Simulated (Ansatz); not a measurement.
Stretching the Si2–O1 bond in H4OSi (SMILES O[SiH3]) (multiplicity 1 held, fragments rigid). Energies count from the point at 1.653 Å.
Geometry at that point (charge 0, multiplicity 1):
```xyz
6

O      1.03867    -0.33474    -0.25624
Si    -0.50882     0.12974     0.09205
H      1.76207     0.09105     0.20942
H     -0.84295    -0.10663     1.51864
H     -1.37924    -0.69223    -0.77093
H     -0.72578     1.56941    -0.19593
```

U- levels take the lowest unrestricted solution at each point, which mixes spins at long bonds. Active spaces are followed from a long bond inwards. Levels need not reach the same state.

Cores are frozen in the correlated methods.

Programs: Ansatz (an electronic-structure program). Values without a source in brackets are computed.

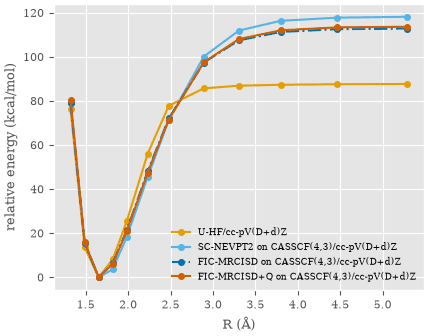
Relative energy along the coordinate

Q: Read off the U-HF/cc-pV(D+d)Z curve at R = 2.231.

A: about 56 kcal/mol

Doubts at one or more of the structures used: a spin-contaminated determinant (U-HF/cc-pV(D+d)Z); active orbitals that take no part (SC-NEVPT2 on CASSCF(4,3)/cc-pV(D+d)Z, FIC-MRCISD on CASSCF(4,3)/cc-pV(D+d)Z, FIC-MRCISD+Q on CASSCF(4,3)/cc-pV(D+d)Z).
